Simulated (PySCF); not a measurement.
# C4H8OPSi (doublet): what the fields show

```yaml
atoms:
  - { symbol: C, position_ang: [-1.5076, 0.0730, 2.2158] }
  - { symbol: C, position_ang: [-0.5927, -0.0795, 1.3320] }
  - { symbol: O, position_ang: [0.7523, -0.3560, 1.5432] }
  - { symbol: Si, position_ang: [1.2284, -0.2606, -0.0501] }
  - { symbol: P, position_ang: [2.0673, -2.2078, -0.7454] }
  - { symbol: C, position_ang: [-0.6661, -0.0016, -0.2112] }
  - { symbol: C, position_ang: [-1.2239, 1.2934, -0.7572] }
  - { symbol: H, position_ang: [-2.5460, 0.2792, 2.2661] }
  - { symbol: H, position_ang: [1.9977, 0.9715, -0.2536] }
  - { symbol: H, position_ang: [3.2876, -2.0110, -0.1233] }
  - { symbol: H, position_ang: [2.5232, -1.6978, -1.9485] }
  - { symbol: H, position_ang: [-1.2299, -0.8528, -0.5968] }
  - { symbol: H, position_ang: [-0.6993, 2.1471, -0.3344] }
  - { symbol: H, position_ang: [-1.1136, 1.3213, -1.8400] }
  - { symbol: H, position_ang: [-2.2819, 1.3896, -0.5185] }
```

Geometry: GFN2-xTB.

The calculation used PySCF, UKS B3LYP, pcH-1 on C H O P Si, non-relativistic, mean-field spin-orbit, GIAO.

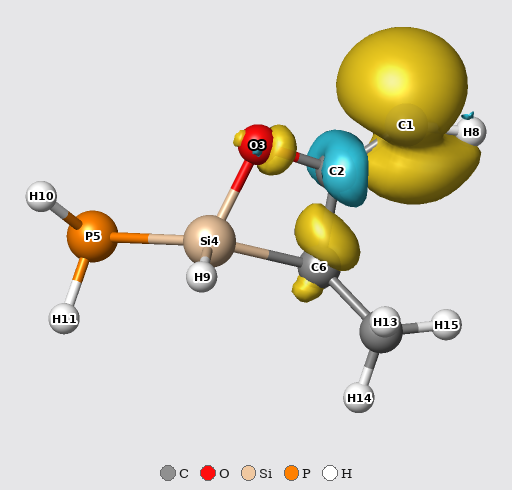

Figure 1. Isosurfaces of the spin density (α minus β) at +0.03 (yellow) and −0.03 e/Å³ (cyan), seen across its widest extent.

> Describe the spin distribution.

The unpaired spin (1 electron) lies mostly on C1 (about 0.8), in electrons by Hirshfeld's partition.

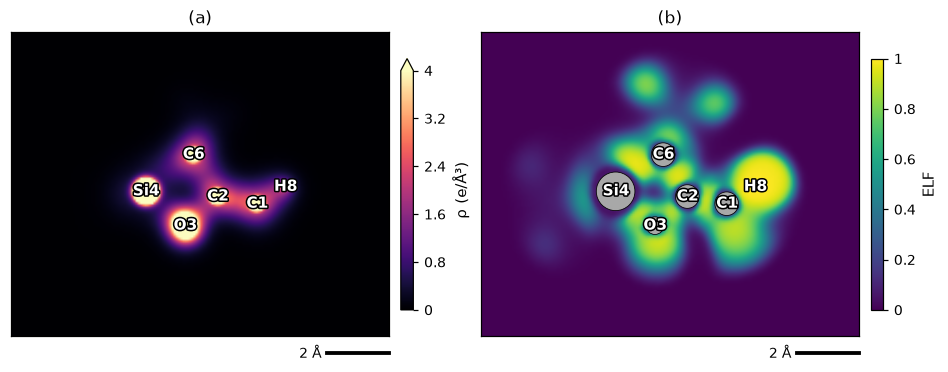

Figure 2. (a) electron density; (b) ELF on the plane of atoms C2, O3 and Si4. Grey discs cover the atomic cores in the ELF map.

> Interpret the plot.

- Atoms in the plane: C, O, Si and H.
- C–C (1.28 Å): ρ is about 2.5 e/Å³ halfway; the ELF peaks at about 0.90 between the atoms (a multiple bond).
- C–O (1.39 Å): ρ is about 2.2 e/Å³ halfway, with its minimum of 1.9 e/Å³ about 0.5 Å from C; the ELF peaks at about 0.85 between the atoms; a polar covalent bond.
- Si–O (1.67 Å): ρ at the midpoint is about 1.1 e/Å³; the ELF peaks at about 0.90 between the atoms, as expected for a shared but strongly polarised pair.
- C–Si (1.92 Å): ρ at the midpoint is about 0.89 e/Å³; the ELF peaks at about 0.95 between the atoms, as expected for a covalent bond.
- C–H (1.06 Å): ρ is about 2.1 e/Å³ halfway; the ELF climbs to about 1 towards the hydrogen, as it does in any bond to H; a covalent bond by its length.
- The ELF also peaks beside O3, away from the bonds: non-bonding electrons, paired or unpaired.

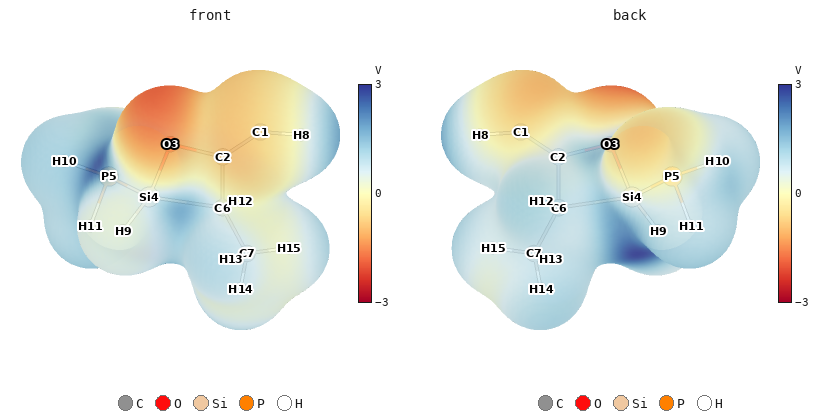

Figure 3. The molecular electrostatic potential painted on the density surface at 0.004 e/bohr³, seen from the front and from behind; red is negative and blue positive.

> Which sites attract a positive test charge, and which a negative one?

A positive charge is drawn to the negative regions and a negative charge to the positive ones. The most negative region (about −1.8 V) lies over O3, the most positive (about +2.7 V) over Si4. O3 is the likeliest acceptor of a hydrogen bond.
